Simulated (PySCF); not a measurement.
# C2H6BCl, SMILES `CB(C)Cl`: electronic structure

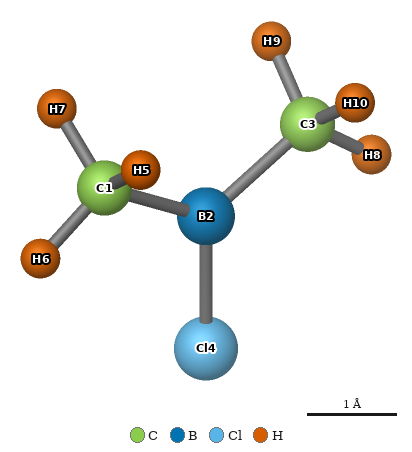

The molecule, with its atoms numbered as below. No frequency check shows the geometry to be a minimum.

Coordinates in Å:

```
C1      -1.1220   -1.3774   -0.0003
B2      -0.3447    0.0000   -0.0001
C3      -1.1218    1.3775    0.0003
Cl4      1.3661   -0.0001    0.0000
H5      -1.7746   -1.4546    0.8682
H6      -0.4696   -2.2466    0.0013
H7      -1.7744   -1.4546   -0.8688
H8      -0.4693    2.2467   -0.0013
H9      -1.7744    1.4549   -0.8682
H10     -1.7746    1.4543    0.8688
```

### 1. Bonding charge

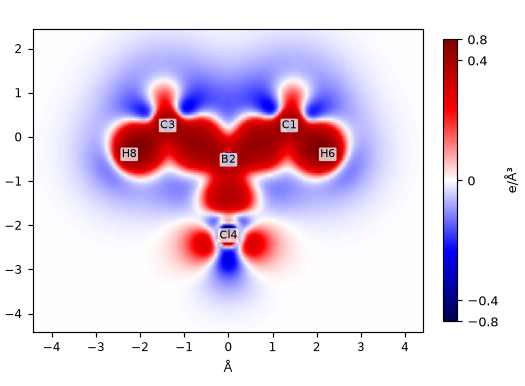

Deformation density (molecule less spherical, spin-averaged free atoms) in the plane of C1, B2, C3, Cl4, H6 and H8; colour scale in e/Å³, logarithmic beyond ±0.1; red: gain, blue: loss.

PySCF calculation, ωB97X/def2-TZVP, gas phase; geometry: GFN2-xTB.

Q: How much density has each bond in this plane gained at its critical point, relative to the free atoms?

A: C1–H6 and C3–H8: +0.71 e/Å³ at the bond critical point (bond length 1.09 Å, Mayer order 1.0). C1–B2 and B2–C3: +0.49 e/Å³ at the bond critical point (bond length 1.58 Å, Mayer order 1.0). B2–Cl4: +0.23 e/Å³ at the bond critical point (bond length 1.71 Å, Mayer order 1.4). In all, 2.3 electrons gather in the regions of gain relative to the promolecule.

### 2. Local ionisation energy

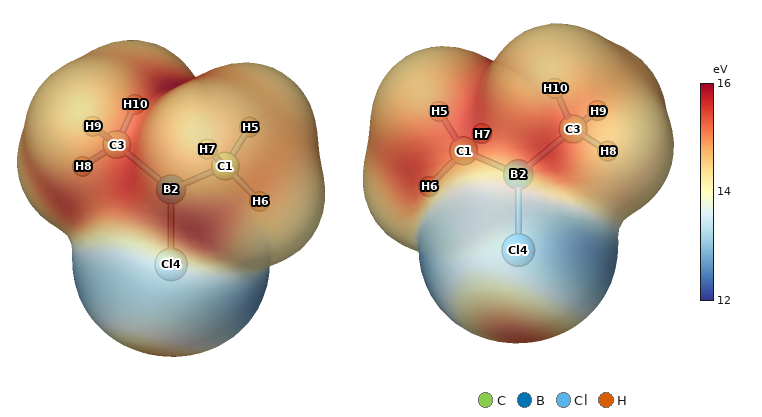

Average local ionisation energy on the surface of electron density 0.001 a.u. (back view left, front view right).

Q: Where are the most loosely bound electrons on this surface?

A: The lowest value is 12.5 eV, near Cl4 (2.14 Å) and H6 (2.31 Å), and at like points elsewhere. Further minima include 14.2 eV, 1.4 Å from H6, and at like points elsewhere. For comparison, the highest occupied orbital lies at −10.7 eV.

### 3. In an electric field

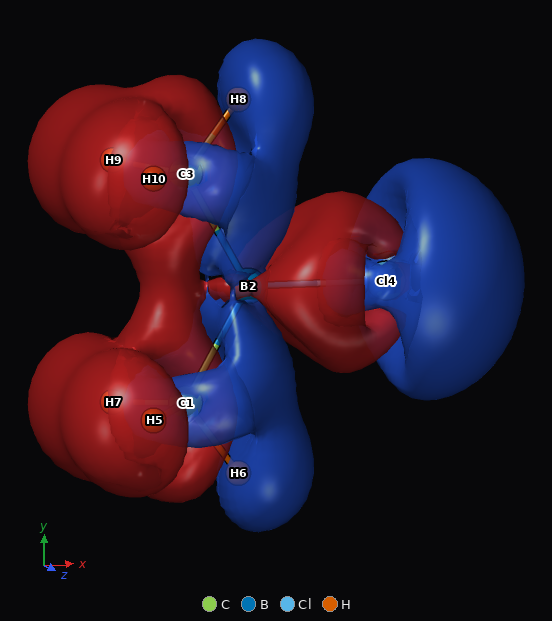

Change of the electron density in a uniform field of 0.21 V/Å, surfaces at ±0.001 e/Å³ (red: gain, blue: loss).

PySCF calculation, ωB97X/def2-TZVP, gas phase; geometry: GFN2-xTB. A basis without diffuse functions makes polarisabilities too small.

Q: Along which Cartesian direction does the field point?

A: Along +x: electrons gather on the −x side, against the field.

Q: What dipole is induced, and what polarisability does it imply?

A: The induced dipole is 0.58 D (along the field); α along this axis, from the fields in both directions, is 57 bohr³ (8.5 Å³).

Q: Which atoms gain and lose the most charge?

A: Electrons gather most on H5, H7, H9 and H10 alike (Hirshfeld charge changes by −0.006 e) and leave Cl4 most (+0.020 e); 0.054 electrons are displaced in all.

### 4. Removing or adding an electron

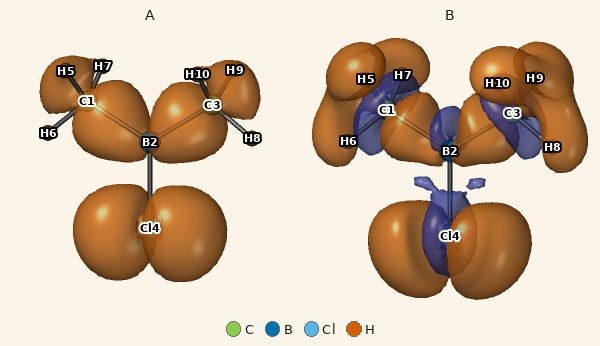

The Fukui function f⁻ from two separate SCF calculations and the density of the HOMO, at ±0.015 e/Å³ (orange positive, blue negative).

Method: ωB97X/def2-TZVP; geometry: GFN2-xTB; program: PySCF.

Q: Which panel is which, and how good is the frozen-orbital picture?

A: B is f⁻ (it has negative regions), A the HOMO density. The HOMO lies on Cl4 (53 %), C1 and C3 (13 % each) and B2 (13 %); f⁻ (Hirshfeld-condensed) is largest on Cl4 (0.41); the vertical ionisation energy is 10.69 eV (the stability of the cation's solution wasn't checked). Relaxation shifts 23 % of the electron between atoms. The orbital energy is −10.66 eV.
